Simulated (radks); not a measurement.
# Fractional charge and spin in the 4s shell of germanium

Aim: the energy as the spin-up occupation of 4s runs from 0 to 1 and the spin-down one from 0 to 1, against the two flat planes that join the four corners. Added charge counts from the emptiest corner (up 0, down 0).

Method: scalar-relativistic Kohn-Sham, PBE, spin-polarised, spherical densities, point nucleus. Code: radks (a radial shooting solver on a logarithmic mesh, Libxc functionals) version 1.

## 1. Starting point

| Quantity | Value |
| --- | --- |
| element | germanium (Z = 32) |
| configuration | [Ar] 3d10 4p(up 1, down 1) 4s(up 1, down 1) |

In the logs a row gives level, spin channel, occupation and eigenvalue; Etot, Ekin, Encl (electron-nucleus), Eh (Hartree) and Exc are energies, all in hartree; err is the last residual, it the number of iterations.

A shell typed twice in an input gives spin up, then spin down.

## 2. 4s: up 1, down 1

Input:

```text
Z 32
configuration [Ar] 3d10 4p1 4p1 4s1 4s1
relativity scalar-relativistic
functional pbe,pbe
spin polarised
nucleus point
c 137.035999084
```

The log of the run:

```text
1s      1   1.0000        -402.81571929
2s      1   1.0000         -50.41248892
2p      1   3.0000         -44.05181065
3s      1   1.0000          -6.19192677
3p      1   3.0000          -4.24897331
3d      1   5.0000          -1.07715361
4p      1   1.0000          -0.14315417
4s      1   1.0000          -0.43112378
1s      2   1.0000        -402.81571929
2s      2   1.0000         -50.41248892
2p      2   3.0000         -44.05181065
3s      2   1.0000          -6.19192677
3p      2   3.0000          -4.24897331
3d      2   5.0000          -1.07715361
4p      2   1.0000          -0.14315417
4s      2   1.0000          -0.43112378
Etot -2098.8331881897943
Ekin 2136.848862461743
Encl -5058.346930328615
Eh 902.1617406309055
Exc -79.49686095382816
err 5.439730535192628e-09
it 15
```

The top filled level is 4p, -3.895 eV.

From the orbitals of this run (lengths in bohr):

```
level  occupation  energy (eV)      <r>  outermost maximum (interpolated)  90 % within  nodes
   1s           2     -10961.2  0.04700                            0.0307       0.0840      0
   2s           2      -1371.8   0.2100                             0.176        0.325      1
   2p           6      -1198.7   0.1837                             0.141        0.300      0
   3s           2      -168.49   0.6242                             0.542        0.933      2
   3p           6      -115.62   0.6470                             0.543        0.995      1
   3d          10      -29.311   0.7365                             0.504         1.25      0
   4s           2      -11.731    2.116                              1.74         3.20      3
   4p           2       -3.895    2.899                              2.21         4.59      2
```

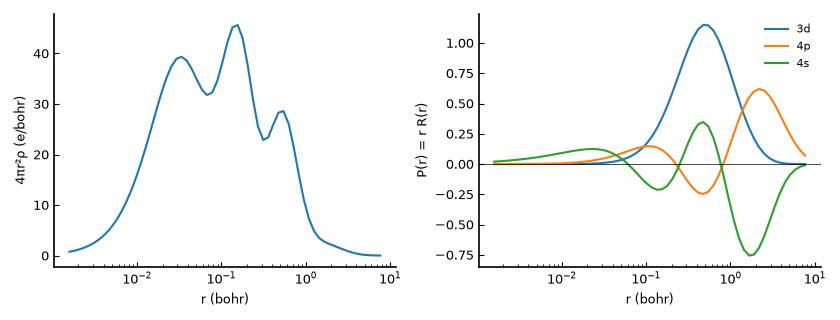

Left: shells in the radial density. Right: radial functions of the outer levels.

## 3. 4s: up 1, down 0.75

Input:

```text
Z 32
configuration [Ar] 3d10 4p1 4p1 4s1 4s0.75
relativity scalar-relativistic
functional pbe,pbe
spin polarised
nucleus point
c 137.035999084
```

The log of the run:

```text
1s      1   1.0000        -402.90871172
2s      1   1.0000         -50.50423443
2p      1   3.0000         -44.14364804
3s      1   1.0000          -6.28435143
3p      1   3.0000          -4.34143792
3d      1   5.0000          -1.16948818
4p      1   1.0000          -0.21575780
4s      1   1.0000          -0.51399074
1s      2   1.0000        -402.90811030
2s      2   1.0000         -50.50396174
2p      2   3.0000         -44.14330787
3s      2   1.0000          -6.28358973
3p      2   3.0000          -4.34052418
3d      2   5.0000          -1.16774434
4p      2   1.0000          -0.20860116
4s      2   0.7500          -0.50479824
Etot -2098.7162915385957
Ekin 2136.7340167205066
Encl -5055.305120632
Eh 899.2869242403631
Exc -79.43211186746547
err 3.828143772369338e-09
it 15
```

Energy against step 2 (4s: up 1, down 1): +3.181 eV. 4p down is the highest filled level (-5.676 eV).

## 4. 4s: up 1, down 0.5

Input:

```text
Z 32
configuration [Ar] 3d10 4p1 4p1 4s1 4s0.5
relativity scalar-relativistic
functional pbe,pbe
spin polarised
nucleus point
c 137.035999084
```

The log of the run:

```text
1s      1   1.0000        -403.00702538
2s      1   1.0000         -50.60112792
2p      1   3.0000         -44.24064848
3s      1   1.0000          -6.38194039
3p      1   3.0000          -4.43906639
3d      1   5.0000          -1.26693996
4p      1   1.0000          -0.29279800
4s      1   1.0000          -0.60090819
1s      2   1.0000        -403.00579510
2s      2   1.0000         -50.60056885
2p      2   3.0000         -44.23995361
3s      2   1.0000          -6.38035976
3p      2   3.0000          -4.43716765
3d      2   5.0000          -1.26334079
4p      2   1.0000          -0.27750146
4s      2   0.5000          -0.58194236
Etot -2098.580526674169
Ekin 2136.600577327991
Encl -5052.088586315715
Eh 896.2722708242061
Exc -79.36478851065112
err 6.370423644143159e-09
it 14
```

Energy against step 2 (4s: up 1, down 1): +6.875 eV. 4p down is the highest filled level (-7.551 eV).

## 5. 4s: up 1, down 0.25

Input:

```text
Z 32
configuration [Ar] 3d10 4p1 4p1 4s1 4s0.25
relativity scalar-relativistic
functional pbe,pbe
spin polarised
nucleus point
c 137.035999084
```

The log of the run:

```text
1s      1   1.0000        -403.10996885
2s      1   1.0000         -50.70247148
2p      1   3.0000         -44.34211445
3s      1   1.0000          -6.48399576
3p      1   3.0000          -4.54116047
3d      1   5.0000          -1.36881015
4p      1   1.0000          -0.37361055
4s      1   1.0000          -0.69127327
1s      2   1.0000        -403.10807849
2s      2   1.0000         -50.70161099
2p      2   3.0000         -44.34104835
3s      2   1.0000          -6.48152609
3p      2   3.0000          -4.53818890
3d      2   5.0000          -1.36322127
4p      2   1.0000          -0.34919763
4s      2   0.2500          -0.66188520
Etot -2098.425117101803
Ekin 2136.447667923274
Encl -5048.718792079029
Eh 893.1417832918071
Exc -79.29577623785462
err 4.452164670337117e-09
it 15
```

E − E(step 2, 4s: up 1, down 1) = +11.104 eV. 4p down is the highest filled level (-9.502 eV).

## 6. 4s: up 1, down 0

Input:

```text
Z 32
configuration [Ar] 3d10 4p1 4p1 4s1 4s0
relativity scalar-relativistic
functional pbe,pbe
spin polarised
nucleus point
c 137.035999084
```

The log of the run:

```text
1s      1   1.0000        -403.21707272
2s      1   1.0000         -50.80779395
2p      1   3.0000         -44.44757451
3s      1   1.0000          -6.59004448
3p      1   3.0000          -4.64724665
3d      1   5.0000          -1.47462446
4p      1   1.0000          -0.45771881
4s      1   1.0000          -0.78466543
1s      2   1.0000        -403.21448845
2s      2   1.0000         -50.80661512
2p      2   3.0000         -44.44611882
3s      2   1.0000          -6.58660058
3p      2   3.0000          -4.64309531
3d      2   5.0000          -1.46689074
4p      2   1.0000          -0.42326142
4s      2   0.0000          -0.74423866
Etot -2098.2494169255483
Ekin 2136.27457688313
Encl -5045.210244120357
Eh 889.912008595911
Exc -79.22575828423254
err 4.289738924462651e-09
it 15
```

Energy against step 2 (4s: up 1, down 1): +15.885 eV. Highest occupied level: 4p down at -11.518 eV.

## 7. 4s: up 0.75, down 0.75

Input:

```text
Z 32
configuration [Ar] 3d10 4p1 4p1 4s0.75 4s0.75
relativity scalar-relativistic
functional pbe,pbe
spin polarised
nucleus point
c 137.035999084
```

The log of the run:

```text
1s      1   1.0000        -403.00667457
2s      1   1.0000         -50.60109608
2p      1   3.0000         -44.24055072
3s      1   1.0000          -6.38137974
3p      1   3.0000          -4.43834881
3d      1   5.0000          -1.26537209
4p      1   1.0000          -0.28542517
4s      1   0.7500          -0.59173088
1s      2   1.0000        -403.00667457
2s      2   1.0000         -50.60109608
2p      2   3.0000         -44.24055072
3s      2   1.0000          -6.38137974
3p      2   3.0000          -4.43834881
3d      2   5.0000          -1.26537209
4p      2   1.0000          -0.28542517
4s      2   0.7500          -0.59173088
Etot -2098.578156470818
Ekin 2136.5977164110172
Encl -5052.079540825507
Eh 896.2657062665915
Exc -79.36203832291955
err 5.789333225688231e-09
it 14
```

E − E(step 2, 4s: up 1, down 1) = +6.940 eV. The top filled level is 4p, -7.767 eV.

## 8. 4s: up 0.75, down 0.5

Input:

```text
Z 32
configuration [Ar] 3d10 4p1 4p1 4s0.75 4s0.5
relativity scalar-relativistic
functional pbe,pbe
spin polarised
nucleus point
c 137.035999084
```

The log of the run:

```text
1s      1   1.0000        -403.10992296
2s      1   1.0000         -50.70273235
2p      1   3.0000         -44.34231127
3s      1   1.0000          -6.48368270
3p      1   3.0000          -4.54068485
3d      1   5.0000          -1.36746132
4p      1   1.0000          -0.36610547
4s      1   0.7500          -0.68213630
1s      2   1.0000        -403.10929278
2s      2   1.0000         -50.70244536
2p      2   3.0000         -44.34195571
3s      2   1.0000          -6.48286164
3p      2   3.0000          -4.53969733
3d      2   5.0000          -1.36560185
4p      2   1.0000          -0.35797072
4s      2   0.5000          -0.67233464
Etot -2098.420218151328
Ekin 2136.4417764545165
Encl -5048.699018661757
Eh 893.1271106360468
Exc -79.2900865801345
err 4.18285587085741e-09
it 15
```

Energy against step 2 (4s: up 1, down 1): +11.237 eV. 4p down is the highest filled level (-9.741 eV).

## 9. 4s: up 0.75, down 0.25

Input:

```text
Z 32
configuration [Ar] 3d10 4p1 4p1 4s0.75 4s0.25
relativity scalar-relativistic
functional pbe,pbe
spin polarised
nucleus point
c 137.035999084
```

The log of the run:

```text
1s      1   1.0000        -403.21737082
2s      1   1.0000         -50.80838102
2p      1   3.0000         -44.44810025
3s      1   1.0000          -6.59000867
3p      1   3.0000          -4.64704215
3d      1   5.0000          -1.47352213
4p      1   1.0000          -0.45015900
4s      1   0.7500          -0.77559870
1s      2   1.0000        -403.21607846
2s      2   1.0000         -50.80779173
2p      2   3.0000         -44.44737221
3s      2   1.0000          -6.58829479
3p      2   3.0000          -4.64497727
3d      2   5.0000          -1.46966547
4p      2   1.0000          -0.43290863
4s      2   0.2500          -0.75532201
Etot -2098.2418248929725
Ekin 2136.265471563017
Encl -5045.178560427818
Eh 889.888215679662
Exc -79.21695170783323
err 5.6055984535424805e-09
it 14
```

Energy against step 2 (4s: up 1, down 1): +16.092 eV. 4p down is the highest filled level (-11.780 eV).

## 10. 4s: up 0.75, down 0

Input:

```text
Z 32
configuration [Ar] 3d10 4p1 4p1 4s0.75 4s0
relativity scalar-relativistic
functional pbe,pbe
spin polarised
nucleus point
c 137.035999084
```

The log of the run:

```text
1s      1   1.0000        -403.32866479
2s      1   1.0000         -50.91768763
2p      1   3.0000         -44.55756295
3s      1   1.0000          -6.70000158
3p      1   3.0000          -4.75706432
3d      1   5.0000          -1.58319823
4p      1   1.0000          -0.53721427
4s      1   0.7500          -0.87180440
1s      2   1.0000        -403.32667593
2s      2   1.0000         -50.91677936
2p      2   3.0000         -44.55644412
3s      2   1.0000          -6.69730838
3p      2   3.0000          -4.75381333
3d      2   5.0000          -1.57718536
4p      2   1.0000          -0.50990107
4s      2   0.0000          -0.84039907
Etot -2098.0424213836936
Ekin 2136.068193484356
Encl -5041.5290530074635
Eh 886.5616498157253
Exc -79.14321167631155
err 3.4281680494716884e-09
it 15
```

Energy against step 2 (4s: up 1, down 1): +21.518 eV. The top filled level is 4p down, -13.875 eV.

## 11. 4s: up 0.5, down 0.5

Input:

```text
Z 32
configuration [Ar] 3d10 4p1 4p1 4s0.5 4s0.5
relativity scalar-relativistic
functional pbe,pbe
spin polarised
nucleus point
c 137.035999084
```

The log of the run:

```text
1s      1   1.0000        -403.21703832
2s      1   1.0000         -50.80838017
2p      1   3.0000         -44.44803251
3s      1   1.0000          -6.58942697
3p      1   3.0000          -4.64628794
3d      1   5.0000          -1.47187159
4p      1   1.0000          -0.44188817
4s      1   0.5000          -0.76580825
1s      2   1.0000        -403.21703832
2s      2   1.0000         -50.80838017
2p      2   3.0000         -44.44803251
3s      2   1.0000          -6.58942697
3p      2   3.0000          -4.64628794
3d      2   5.0000          -1.47187159
4p      2   1.0000          -0.44188817
4s      2   0.5000          -0.76580825
Etot -2098.239289957342
Ekin 2136.2624331915076
Encl -5045.168029382334
Eh 889.8803164937376
Exc -79.21401026025322
err 4.753991807668314e-09
it 14
```

Energy against step 2 (4s: up 1, down 1): +16.161 eV. The top filled level is 4p, -12.024 eV.

## 12. 4s: up 0.5, down 0.25

Input:

```text
Z 32
configuration [Ar] 3d10 4p1 4p1 4s0.5 4s0.25
relativity scalar-relativistic
functional pbe,pbe
spin polarised
nucleus point
c 137.035999084
```

The log of the run:

```text
1s      1   1.0000        -403.32866620
2s      1   1.0000         -50.91800387
2p      1   3.0000         -44.55781480
3s      1   1.0000          -6.69968590
3p      1   3.0000          -4.75656950
3d      1   5.0000          -1.58178067
4p      1   1.0000          -0.52887567
4s      1   0.5000          -0.86204997
1s      2   1.0000        -403.32800317
2s      2   1.0000         -50.91770123
2p      2   3.0000         -44.55744183
3s      2   1.0000          -6.69879130
3p      2   3.0000          -4.75548998
3d      2   5.0000          -1.57978010
4p      2   1.0000          -0.51975996
4s      2   0.2500          -0.85155287
Etot -2098.037180340478
Ekin 2136.061926080053
Encl -5041.506906854875
Eh 886.5449466231319
Exc -79.13714618878822
err 3.987627515133884e-09
it 14
```

E − E(step 2, 4s: up 1, down 1) = +21.660 eV. Highest occupied level: 4p down at -14.143 eV.

## 13. 4s: up 0.5, down 0

Input:

```text
Z 32
configuration [Ar] 3d10 4p1 4p1 4s0.5 4s0
relativity scalar-relativistic
functional pbe,pbe
spin polarised
nucleus point
c 137.035999084
```

The log of the run:

```text
1s      1   1.0000        -403.44389626
2s      1   1.0000         -51.03103575
2p      1   3.0000         -44.67102159
3s      1   1.0000          -6.81335642
3p      1   3.0000          -4.87025974
3d      1   5.0000          -1.69504742
4p      1   1.0000          -0.61862819
4s      1   0.5000          -0.96081084
1s      2   1.0000        -403.44253532
2s      2   1.0000         -51.03041380
2p      2   3.0000         -44.67025720
3s      2   1.0000          -6.81147912
3p      2   3.0000          -4.86798991
3d      2   5.0000          -1.69088365
4p      2   1.0000          -0.59943998
4s      2   0.0000          -0.93913403
Etot -2097.8134036705746
Ekin 2135.8397225029894
Encl -5037.724253632883
Eh 883.131135026306
Exc -79.06000756698694
err 4.054950660587105e-09
it 15
```

Energy against step 2 (4s: up 1, down 1): +27.750 eV. Highest occupied level: 4p down at -16.312 eV.

## 14. 4s: up 0.25, down 0.25

Input:

```text
Z 32
configuration [Ar] 3d10 4p1 4p1 4s0.25 4s0.25
relativity scalar-relativistic
functional pbe,pbe
spin polarised
nucleus point
c 137.035999084
```

The log of the run:

```text
1s      1   1.0000        -403.44356300
2s      1   1.0000         -51.03104670
2p      1   3.0000         -44.67096455
3s      1   1.0000          -6.81272259
3p      1   3.0000          -4.86943391
3d      1   5.0000          -1.69327275
4p      1   1.0000          -0.60943870
4s      1   0.2500          -0.95032480
1s      2   1.0000        -403.44356300
2s      2   1.0000         -51.03104670
2p      2   3.0000         -44.67096455
3s      2   1.0000          -6.81272259
3p      2   3.0000          -4.86943391
3d      2   5.0000          -1.69327275
4p      2   1.0000          -0.60943870
4s      2   0.2500          -0.95032480
Etot -2097.8106918143185
Ekin 2135.836486854929
Encl -5037.712748761869
Eh 883.1224505251923
Exc -79.05688043257045
err 2.089848174457988e-09
it 15
```

Energy against step 2 (4s: up 1, down 1): +27.824 eV. 4p is the highest filled level (-16.584 eV).

## 15. 4s: up 0.25, down 0

Input:

```text
Z 32
configuration [Ar] 3d10 4p1 4p1 4s0.25 4s0
relativity scalar-relativistic
functional pbe,pbe
spin polarised
nucleus point
c 137.035999084
```

The log of the run:

```text
1s      1   1.0000        -403.56252772
2s      1   1.0000         -51.14759771
2p      1   3.0000         -44.78770965
3s      1   1.0000          -6.92985734
3p      1   3.0000          -4.98657754
3d      1   5.0000          -1.80991272
4p      1   1.0000          -0.70168310
4s      1   0.2500          -1.05142911
1s      2   1.0000        -403.56182922
2s      2   1.0000         -51.14727830
2p      2   3.0000         -44.78731800
3s      2   1.0000          -6.92887292
3p      2   3.0000          -4.98538509
3d      2   5.0000          -1.80774616
4p      2   1.0000          -0.69160748
4s      2   0.0000          -1.04022692
Etot -2097.5619304773622
Ekin 2135.5886799628415
Encl -5033.803128910557
Eh 879.6291445211343
Exc -78.97662605078168
err 3.788374633435101e-09
it 15
```

E − E(step 2, 4s: up 1, down 1) = +34.593 eV. Highest occupied level: 4p down at -18.820 eV.

## 16. 4s: up 0, down 0

Input:

```text
Z 32
configuration [Ar] 3d10 4p1 4p1 4s0 4s0
relativity scalar-relativistic
functional pbe,pbe
spin polarised
nucleus point
c 137.035999084
```

The log of the run:

```text
1s      1   1.0000        -403.68436365
2s      1   1.0000         -51.26717888
2p      1   3.0000         -44.90743221
3s      1   1.0000          -7.04929553
3p      1   3.0000          -5.10580442
3d      1   5.0000          -1.92757912
4p      1   1.0000          -0.78616962
4s      1   0.0000          -1.14349307
1s      2   1.0000        -403.68436365
2s      2   1.0000         -51.26717888
2p      2   3.0000         -44.90743221
3s      2   1.0000          -7.04929553
3p      2   3.0000          -5.10580442
3d      2   5.0000          -1.92757912
4p      2   1.0000          -0.78616962
4s      2   0.0000          -1.14349307
Etot -2097.2876218475
Ekin 2135.3146392187
Encl -5029.7715857608155
Eh 876.0628370288588
Exc -78.89351233424308
err 4.0835272447817255e-09
it 15
```

E − E(step 2, 4s: up 1, down 1) = +42.057 eV. 4p is the highest filled level (-21.393 eV).

## 17. Summary of results

```
down \ up       0    0.25     0.5    0.75       1
        0   0.000  -0.921  -1.221  -0.910   0.000
     0.25  -0.921  -1.148  -0.768   0.207  -0.810
      0.5  -1.221  -0.768   0.276  -0.676  -1.067
     0.75  -0.910   0.207  -0.676  -1.003  -0.790
        1   0.000  -0.810  -1.067  -0.790   0.000
```

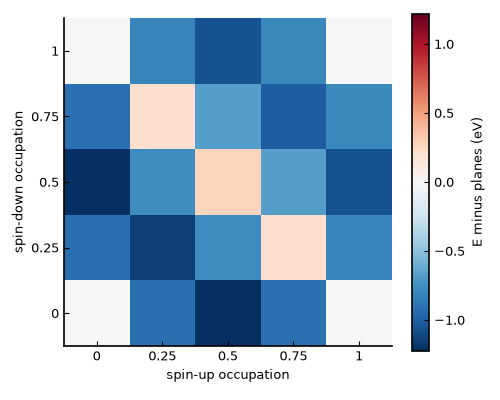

Energy minus the flat planes.

What this shows: The table gives the energy in eV minus the planes, whose edge runs along up + down = one added electron; mirror points follow by spin symmetry. With half an added electron in each spin it lies 0.28 eV above the planes. With half an electron added in spin up alone it lies 1.22 eV below them. The planes are only a guide here: the condition holds for ground states with one frontier orbital, and this shell lies below others.
